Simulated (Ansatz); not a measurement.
# Fields on a plane of CuAu (CuAu type, space group P4/mmm)

```
CuAu
1.0
    2.86058     0.00000     0.00000
    0.00000     2.86058     0.00000
    0.00000     0.00000     3.55181
Cu Au
1 1
Direct
  0.50000   0.50000   0.50000
  0.00000   0.00000   0.00000
```

The slice is a (0 -1 1) plane (indices of the conventional cell) through the point (0.000, 0.000, 0.000) (fractional), spanned by u = [100] and v = [011] in vectors of this cell: u (2.86 Å) and v (4.56 Å, at 90° to u). It covers one period; positions are fractions (u, v).

Atoms on it: Cu at (0.50, 0.50); Au at (0.00, 0.00).

Computed with r2SCAN (plane waves to 500 eV, PAW, scalar-relativistic; Ansatz, a first-principles code). k mesh 16×16×13. Near the nuclei the fields are pseudised (PAW); where an atom keeps semicore shells as valence, they peak there. CuAu is run without spin polarisation. CuAu was relaxed with its symmetry unable to fall. Spin-orbit coupling is left out, though Au is heavy.

```
|xxxxxxx26762xxxxxx|
|xxxxxx0378730xxxxx|
|xxxxxx0588850xxxxx|
|xxxxx036898630xxxx|
|xxxx02589998520xxx|
|xx003578888875300x|
|334566766666766543|
|77777653xxx3567777|
|998763xxxxxxx36789|
|99863xxxxxxxxx3689|
|9985xxxxxxxxxxx589|
|9973xxxxxxxxxxx379|
|986xxxxxxxxxxxxx68|
|986xxxxxxxxxxxxx68|
|986xxxxxxxxxxxxx68|
|9973xxxxxxxxxxx379|
|9985xxxxxxxxxxx589|
|99863xxxxxxxxx3689|
|998763xxxxxxx36789|
|77777653xxx3567777|
|334566766666766543|
|xx003578888875300x|
|xxxx02589998520xxx|
|xxxxx036898630xxxx|
|xxxxxx0588850xxxxx|
|xxxxxx0378730xxxxx|
|xxxxxxx26762xxxxxx|
|xxxxxxx16761xxxxxx|
```
Scale: ten equal steps from 2.00 (start of '0') to 10.27 (end of '9'), in the order '0123456789'. Values: electrostatic potential energy of an electron, from the cell's mean, in eV. The map has 18 points along u (one character each, u = 0 at the left) and 28 along v (v = 0 in the bottom row). Points within 1 Å of a nucleus are blanked (x), as the pseudised field means little there. Values under 2 eV are set to 2. The zero, the cell's mean, hangs on the PAW cores.

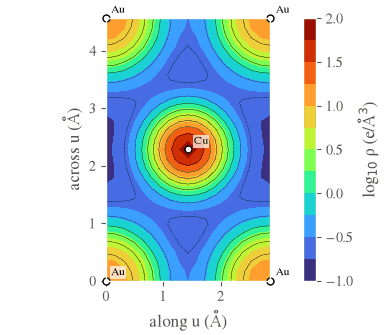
Figure. Log₁₀ of the valence density in e/Å³, one period of the plane, atoms marked. The scale is logarithmic, as a density can span decades between atoms and voids.

- Density on the Cu–Au line (2.69 Å) at its density minimum, 1.2 Å from Cu = 0.28 e/Å³
- ELF at that point = 0.2
